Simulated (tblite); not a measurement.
# C₃H₈OSSi: geometry relaxation (part 4 of 4)

C₃H₈OSSi; GFN2-xTB geometry optimisation, gas phase (tblite 0.8.0). It belongs to a series of runs on one base structure; here: H on C replaced by SCH3.

Trajectory as extended XYZ, continued
```
14
Properties=species:S:1:pos:R:3:forces:R:3 step=84 energy=-532.44062
C    -2.8323    0.2630   -0.3913    0.0280   0.0290  -0.0200
S    -1.6439    1.1679   -1.4260   -0.0240  -0.0230   0.0500
C    -0.1126    0.8371   -0.6484   -0.0090  -0.0060  -0.0030
C     0.0805    0.2269    0.5147    0.0090  -0.0340   0.0020
O     1.2861   -0.0425    1.0532   -0.0090   0.0180  -0.0140
Si    2.8066    0.0999    0.4857    0.0040   0.0300   0.0600
H    -2.5403   -0.7823   -0.3445   -0.0200   0.0270   0.0230
H    -3.7972    0.3610   -0.8779    0.0110   0.0040  -0.0220
H    -2.8728    0.7094    0.5977    0.0020  -0.0210   0.0030
H     0.7155    1.1955   -1.2381   -0.0010  -0.0200   0.0010
H    -0.7282   -0.1248    1.1423    0.0210  -0.0030  -0.0210
H     3.5371   -0.4388    1.6200   -0.0300  -0.0170   0.0300
H     2.9665   -0.6943   -0.7308    0.0100   0.0110  -0.0520
H     3.1344    1.5014    0.2211    0.0090   0.0040  -0.0380
14
Properties=species:S:1:pos:R:3:forces:R:3 step=86 energy=-532.44230
C    -2.8420    0.2780   -0.3825   -0.0100  -0.0120  -0.0160
S    -1.6449    1.1331   -1.4438    0.0070   0.0290   0.0160
C    -0.1142    0.8164   -0.6606   -0.0070   0.0150   0.0030
C     0.0819    0.1999    0.4986    0.0160  -0.0500  -0.0150
O     1.2892   -0.0561    1.0383    0.0180   0.0260   0.0410
Si    2.8150    0.1121    0.4955    0.0200   0.0220  -0.0030
H    -2.5788   -0.7745   -0.3229   -0.0130   0.0270   0.0400
H    -3.8067    0.3910   -0.8672    0.0060   0.0100   0.0030
H    -2.8643    0.7411    0.5999    0.0050  -0.0290  -0.0190
H     0.7112    1.1966   -1.2416   -0.0120  -0.0440   0.0100
H    -0.7216   -0.1747    1.1198    0.0100   0.0110  -0.0350
H     3.5427   -0.4280    1.6315   -0.0460  -0.0070   0.0290
H     2.9973   -0.6740   -0.7250    0.0140   0.0270  -0.0330
H     3.1345    1.5186    0.2378   -0.0090  -0.0220  -0.0210
14
Properties=species:S:1:pos:R:3:forces:R:3 step=88 energy=-532.44374
C    -2.8497    0.2929   -0.3776   -0.0320  -0.0260   0.0110
S    -1.6407    1.0935   -1.4634    0.0200   0.0590  -0.0160
C    -0.1140    0.7939   -0.6682    0.0080   0.0010   0.0030
C     0.0867    0.1678    0.4850    0.0210  -0.0240  -0.0190
O     1.2953   -0.0652    1.0322    0.0060   0.0210   0.0440
Si    2.8231    0.1272    0.5023   -0.0050  -0.0250  -0.0430
H    -2.6227   -0.7662   -0.3028   -0.0010  -0.0060   0.0290
H    -3.8156    0.4305   -0.8533    0.0000   0.0090   0.0080
H    -2.8445    0.7687    0.5986    0.0010  -0.0100  -0.0100
H     0.7091    1.1904   -1.2404    0.0060  -0.0340  -0.0040
H    -0.7143   -0.2272    1.0957    0.0000   0.0000  -0.0130
H     3.5428   -0.4146    1.6435   -0.0400   0.0050   0.0100
H     3.0175   -0.6505   -0.7254    0.0220   0.0540   0.0150
H     3.1265    1.5385    0.2516   -0.0060  -0.0240  -0.0130
14
Properties=species:S:1:pos:R:3:forces:R:3 step=89 energy=-532.44443
C    -2.8549    0.3038   -0.3733   -0.0300  -0.0240   0.0160
S    -1.6370    1.0701   -1.4762   -0.0070   0.0440  -0.0030
C    -0.1126    0.7747   -0.6759    0.0160  -0.0090   0.0050
C     0.0896    0.1435    0.4741    0.0150  -0.0110  -0.0130
O     1.2979   -0.0785    1.0268    0.0320   0.0200   0.0240
Si    2.8279    0.1375    0.5066   -0.0560  -0.0360  -0.0330
H    -2.6543   -0.7610   -0.2927   -0.0070   0.0220   0.0150
H    -3.8233    0.4643   -0.8390    0.0360  -0.0010   0.0190
H    -2.8255    0.7852    0.6004   -0.0030  -0.0160  -0.0290
H     0.7107    1.1765   -1.2431    0.0180  -0.0200  -0.0210
H    -0.7122   -0.2595    1.0782    0.0060  -0.0080   0.0020
H     3.5439   -0.4008    1.6525   -0.0390   0.0100  -0.0050
H     3.0386   -0.6314   -0.7251    0.0230   0.0630   0.0330
H     3.1105    1.5550    0.2645   -0.0020  -0.0340  -0.0100
14
Properties=species:S:1:pos:R:3:forces:R:3 step=91 energy=-532.44587
C    -2.8596    0.3139   -0.3665    0.0350   0.0180   0.0120
S    -1.6381    1.0610   -1.4817    0.0030   0.0060   0.0200
C    -0.1122    0.7557   -0.6868    0.0330  -0.0030  -0.0080
C     0.0916    0.1195    0.4599    0.0090   0.0090   0.0180
O     1.3006   -0.0951    1.0157   -0.0310  -0.0050   0.0020
Si    2.8311    0.1443    0.5099   -0.0590  -0.0170   0.0030
H    -2.6763   -0.7524   -0.2797   -0.0060  -0.0160  -0.0230
H    -3.8260    0.4939   -0.8260   -0.0080  -0.0170   0.0130
H    -2.8119    0.7951    0.6055   -0.0110   0.0200  -0.0040
H     0.7142    1.1551   -1.2512    0.0010  -0.0050  -0.0370
H    -0.7128   -0.2832    1.0611    0.0330  -0.0190   0.0160
H     3.5357   -0.3870    1.6663   -0.0260   0.0090  -0.0180
H     3.0719   -0.6079   -0.7244    0.0200   0.0320   0.0140
H     3.0912    1.5666    0.2759    0.0080  -0.0130  -0.0080
14
Properties=species:S:1:pos:R:3:forces:R:3 step=93 energy=-532.44695
C    -2.8578    0.3174   -0.3614    0.0370   0.0110  -0.0040
S    -1.6419    1.0801   -1.4732    0.0260  -0.0230   0.0350
C    -0.1117    0.7486   -0.6950    0.0190   0.0040  -0.0100
C     0.0886    0.1146    0.4537   -0.0020   0.0120   0.0180
O     1.2967   -0.1156    1.0044   -0.0420  -0.0130   0.0020
Si    2.8270    0.1426    0.5118   -0.0110   0.0290   0.0180
H    -2.6714   -0.7502   -0.2849   -0.0120   0.0210  -0.0330
H    -3.8244    0.5011   -0.8189   -0.0150  -0.0280   0.0210
H    -2.8103    0.7894    0.6150   -0.0120   0.0220  -0.0020
H     0.7172    1.1314   -1.2681   -0.0170  -0.0060  -0.0240
H    -0.7190   -0.2720    1.0622    0.0500  -0.0140   0.0030
H     3.5302   -0.3793    1.6721   -0.0240  -0.0040  -0.0010
H     3.1020   -0.5962   -0.7204    0.0030  -0.0060  -0.0230
H     3.0743    1.5677    0.2806    0.0000  -0.0050   0.0000
14
Properties=species:S:1:pos:R:3:forces:R:3 step=95 energy=-532.44779
C    -2.8568    0.3278   -0.3557   -0.0180  -0.0140   0.0030
S    -1.6397    1.0735   -1.4758   -0.0100  -0.0110   0.0130
C    -0.1102    0.7344   -0.7028    0.0090  -0.0050   0.0000
C     0.0891    0.0984    0.4451    0.0050   0.0160  -0.0020
O     1.2959   -0.1340    0.9957   -0.0090  -0.0070   0.0000
Si    2.8250    0.1491    0.5150    0.0220   0.0110  -0.0130
H    -2.6847   -0.7431   -0.2816   -0.0010   0.0440  -0.0130
H    -3.8261    0.5193   -0.8066    0.0150  -0.0150   0.0260
H    -2.7997    0.8010    0.6206   -0.0030  -0.0010  -0.0280
H     0.7151    1.1156   -1.2820    0.0070  -0.0100   0.0020
H    -0.7154   -0.2913    1.0547    0.0150  -0.0040  -0.0060
H     3.5207   -0.3692    1.6805   -0.0070  -0.0080   0.0090
H     3.1279   -0.5793   -0.7190   -0.0150   0.0060   0.0040
H     3.0583    1.5773    0.2897   -0.0090  -0.0020   0.0050
14
Properties=species:S:1:pos:R:3:forces:R:3 step=96 energy=-532.44795
C    -2.8564    0.3312   -0.3537   -0.0120   0.0040   0.0110
S    -1.6390    1.0689   -1.4784   -0.0130  -0.0040   0.0030
C    -0.1096    0.7297   -0.7055    0.0050  -0.0070   0.0000
C     0.0895    0.0925    0.4417    0.0010   0.0130  -0.0080
O     1.2956   -0.1390    0.9932    0.0190  -0.0050  -0.0050
Si    2.8248    0.1515    0.5155    0.0090   0.0010  -0.0120
H    -2.6890   -0.7392   -0.2787    0.0060   0.0100  -0.0060
H    -3.8262    0.5251   -0.8011    0.0000  -0.0050   0.0140
H    -2.7939    0.8063    0.6213   -0.0030  -0.0010  -0.0240
H     0.7152    1.1119   -1.2845    0.0100  -0.0080   0.0040
H    -0.7140   -0.3006    1.0500    0.0010  -0.0010  -0.0040
H     3.5163   -0.3658    1.6837    0.0010  -0.0090   0.0080
H     3.1346   -0.5741   -0.7192   -0.0190   0.0120   0.0160
H     3.0514    1.5812    0.2934   -0.0070  -0.0010   0.0030
14
Properties=species:S:1:pos:R:3:forces:R:3 step=98 energy=-532.44809
C    -2.8570    0.3349   -0.3522   -0.0010   0.0040  -0.0010
S    -1.6376    1.0608   -1.4823   -0.0070   0.0020  -0.0070
C    -0.1081    0.7228   -0.7083   -0.0020  -0.0030  -0.0040
C     0.0908    0.0859    0.4389    0.0040  -0.0040   0.0010
O     1.2965   -0.1438    0.9920    0.0190  -0.0020  -0.0090
Si    2.8252    0.1549    0.5166   -0.0090   0.0020   0.0050
H    -2.6981   -0.7366   -0.2774    0.0050   0.0000   0.0010
H    -3.8276    0.5366   -0.7938   -0.0030  -0.0030   0.0020
H    -2.7850    0.8113    0.6207   -0.0020   0.0020   0.0020
H     0.7175    1.1056   -1.2854    0.0060  -0.0020  -0.0030
H    -0.7124   -0.3114    1.0446   -0.0040   0.0030   0.0020
H     3.5150   -0.3615    1.6864    0.0060  -0.0060   0.0020
H     3.1386   -0.5663   -0.7190   -0.0120   0.0060   0.0060
H     3.0414    1.5864    0.2971    0.0010   0.0030   0.0030
14
Properties=species:S:1:pos:R:3:forces:R:3 step=100 energy=-532.44814
C    -2.8574    0.3375   -0.3505    0.0070   0.0010  -0.0020
S    -1.6382    1.0582   -1.4844    0.0010   0.0020  -0.0010
C    -0.1081    0.7192   -0.7111    0.0020  -0.0050  -0.0040
C     0.0910    0.0816    0.4357    0.0020  -0.0090  -0.0020
O     1.2969   -0.1500    0.9880    0.0020   0.0010  -0.0030
Si    2.8255    0.1565    0.5185   -0.0050   0.0040   0.0070
H    -2.7017   -0.7345   -0.2759    0.0030   0.0030   0.0040
H    -3.8284    0.5424   -0.7891   -0.0080  -0.0020  -0.0030
H    -2.7808    0.8145    0.6216   -0.0010   0.0010   0.0040
H     0.7181    1.1011   -1.2885   -0.0030  -0.0030  -0.0010
H    -0.7127   -0.3159    1.0410    0.0040   0.0050   0.0010
H     3.5159   -0.3589    1.6888    0.0000  -0.0030  -0.0030
H     3.1447   -0.5612   -0.7172   -0.0070   0.0010  -0.0010
H     3.0347    1.5892    0.3009    0.0030   0.0030   0.0060
```

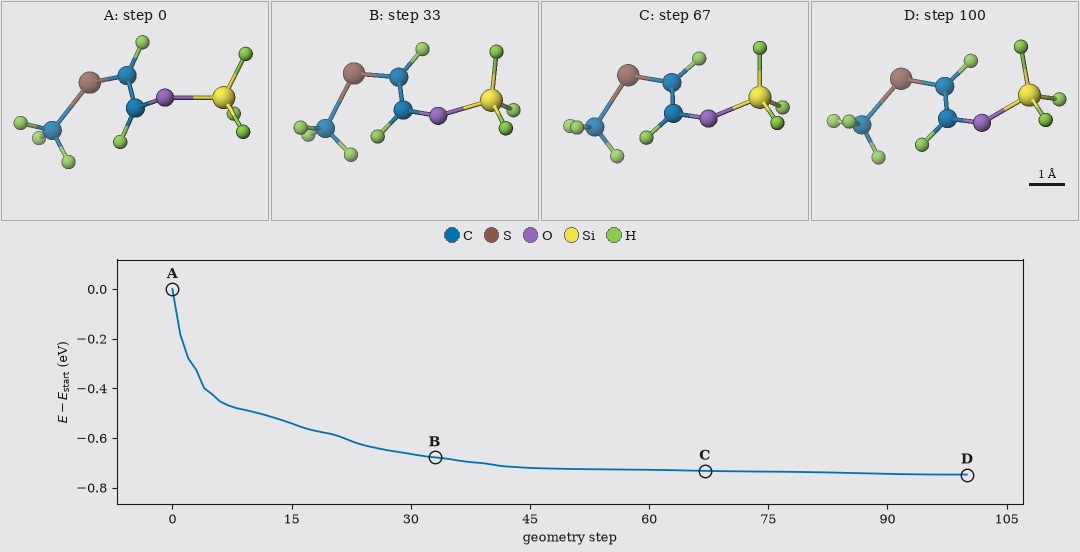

**Figure 1.** Frames of the relaxation (ball-and-stick view, seen at a tilt) above the curves, on which the letters mark them (steps are counted from 0).

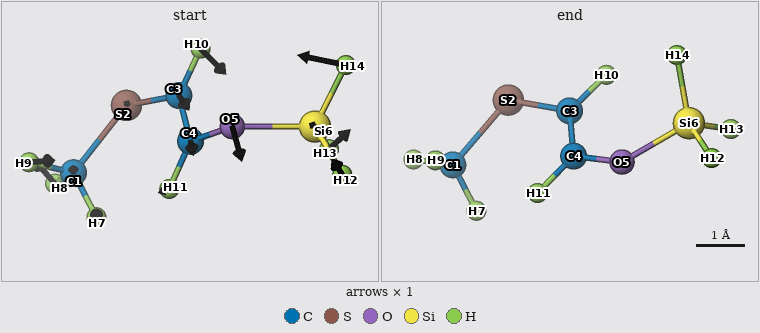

**Figure 2.** Before (left) and after (right) the relaxation, at one scale (ball-and-stick view, seen at a tilt). The black arrows give the displacements, at true length. The largest move after the best rigid fit is that of H14, 1.04 Å. Largest moves by element: H 1.04 Å, O 0.87 Å, C 0.49 Å, Si 0.15 Å, S 0.13 Å. Among the contacts that change: O5–Si6 1.736 → 1.628 Å, C4–O5 1.411 → 1.346 Å, S2–C3 1.803 → 1.748 Å, C1–H8 1.125 → 1.085 Å. Among the angles that change: C4–O5–Si6 120.9° → 133.6°, C1–S2–C3 113.5° → 103.6°, O5–C4–H11 121.0° → 111.9°. Over 100 geometry steps the energy falls by 0.747 eV. The largest force component goes from 1.5 to 0.009 eV/Å. (Atoms are counted from 1 in the order of the input.)

This output came from the following input.

Input file
```
{"job": {"kind": "relax", "xc": "GFN2-xTB", "basis": "xTB"}, "charge": 0, "multiplicity": 1}
C     -2.947100     0.132400    -0.436300
S     -1.684200     0.967000    -1.390900
C     -0.123300     1.155000    -0.508000
C      0.194800     0.447900     0.544400
O      1.448300     0.708400     1.137100
Si     2.907500     0.047800     0.466600
H     -2.605600    -0.770900     0.090900
H     -3.734500    -0.214500    -1.160700
H     -3.507000     0.808800     0.254200
H      0.559900     1.909300    -0.883600
H     -0.472100    -0.314600     0.952200
H      3.530200    -0.798900     1.509900
H      2.550600    -0.843000    -0.639200
H      3.881800     1.044900     0.041200
```

The first line tells a small driver script what to run in tblite; the rest is the geometry in Å.

Run as:
```bash
OMP_NUM_THREADS=1 python <driver script> task.json out
```

Summary

- outcome: converged
- total energy: −532.4481 eV
- hardware: 1 CPU thread, shared host
- wall time: 1 s
- peak memory: 0.18 GiB
